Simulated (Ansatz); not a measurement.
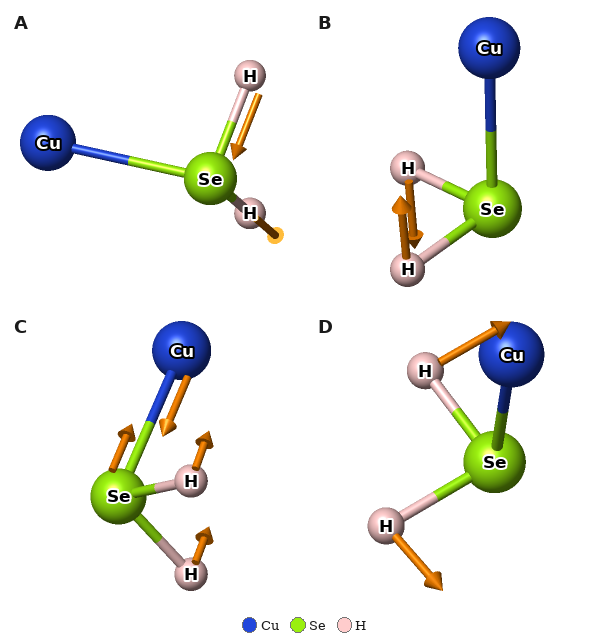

4 normal modes of one molecule or complex, as arrows. Charge +1, singlet. Harmonic vibrations computed with RKS PBE0-D4/def2-TZVP (Ansatz 0.2.0) at a stationary point of the same level.

Match the panels to the wavenumbers 227 cm⁻¹, 533 cm⁻¹, 1044 cm⁻¹, 2424 cm⁻¹.

A: 2424 cm⁻¹, out-of-phase stretching of 2 Se–H bonds
B: 533 cm⁻¹, Cu–Se–H bending
C: 227 cm⁻¹, Cu–Se stretching
D: 1044 cm⁻¹, H–Se–H bending
